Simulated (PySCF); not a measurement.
# CH5F4NSi: what the fields show

Input file:

```
{"job": {"kind": "inter", "xc": "wB97M-D3(BJ)", "basis": "def2-SVPD", "pairs": false}, "charge": 0, "multiplicity": 1, "parts": [{"atoms": "0-4", "charge": 0, "multiplicity": 1}, {"atoms": "5-11", "charge": 0, "multiplicity": 1}]}
F      1.173773     1.112148    -0.305501
Si     0.118403     0.634914     0.845966
F      0.645316    -0.346795     2.043812
F     -1.252942     1.489931     1.083277
F     -0.574801    -0.544449    -0.043303
C      0.903476     3.443031     1.451317
N      0.981504     2.066317     1.962015
H      1.383561     3.479996     0.468114
H      1.397328     4.148598     2.130835
H     -0.151071     3.715546     1.340197
H      1.953823     1.785765     2.084682
H      0.553466     2.003517     2.884826
```

Command:

```sh
OMP_NUM_THREADS=1 python cluster_run.py task.json out
```

Geometry: PBE0-D3(BJ)/def2-SVPD.

Computed with wB97M-D3(BJ)/def2-SVPD, SCF density, gas phase in PySCF 2.14.0.

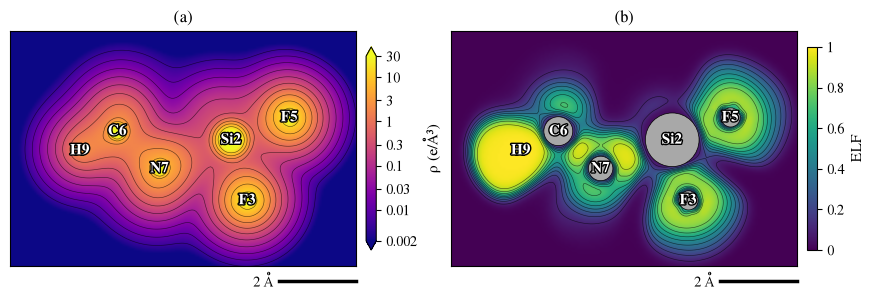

Figure 1. (a) electron density; (b) electron localisation function on the plane of atoms F3, Si2 and F5. Grey discs cover the atomic cores in the ELF map.

Q: Read the bonding off the picture.

A: Atoms in the plane: Si, F, C, N and H. C–N (1.47 Å): ρ at the midpoint is about 1.9 e/Å³; the ELF peaks at about 0.95 between the atoms: a covalent bond. Si–F (1.63 Å): the density is about 1 e/Å³ at the midpoint; the ELF peaks at about 0.85 in the valence shell of F, 0.6 Å from its nucleus, and is about 0.55 at the midpoint. Si–N (2.01 Å): ρ at the midpoint is about 0.66 e/Å³; the ELF peaks at about 0.95 between the atoms, as expected for a polar covalent bond. C–H (1.10 Å): ρ at the midpoint is about 2 e/Å³; the ELF climbs to about 1 towards the hydrogen, as it does in any bond to H; an ordinary covalent bond to hydrogen. The ELF also peaks beside F3 and F5, away from the bonds: lone-pair regions.

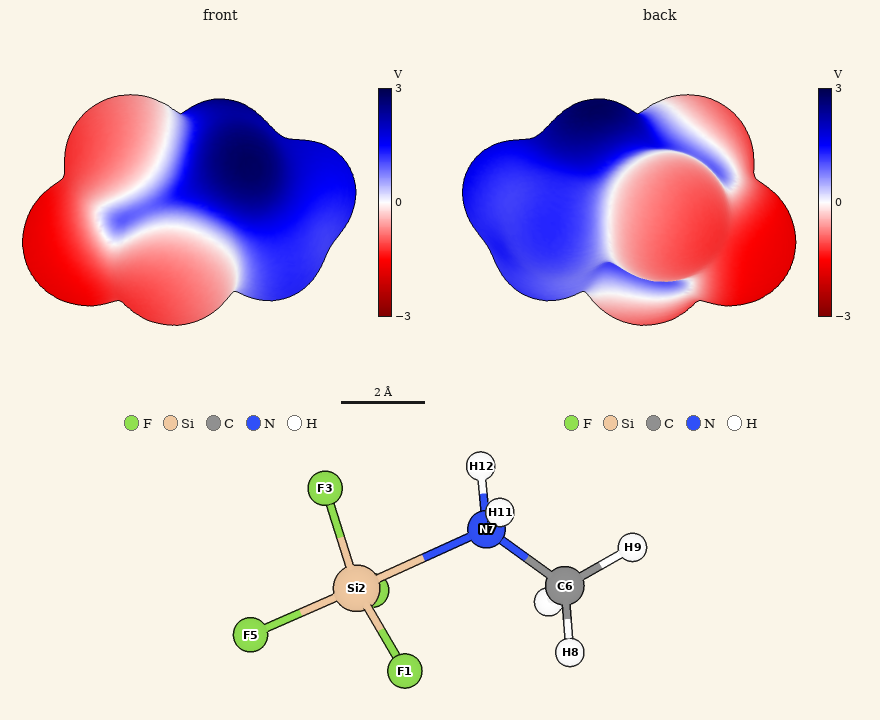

Figure 2. The electrostatic potential painted on the density surface at 0.002 e/bohr³, seen from the front and from behind; the colour scale runs from red (negative) to blue (positive). The bare structure is drawn below in the same view.

Q: Describe the electrostatic potential map.

A: The most negative region (about −1.7 V) lies over F5, the most positive (about +2.8 V) over H11 and H12.

Q: How polar is the molecule by this calculation?

A: Its dipole moment is 6.72 D.
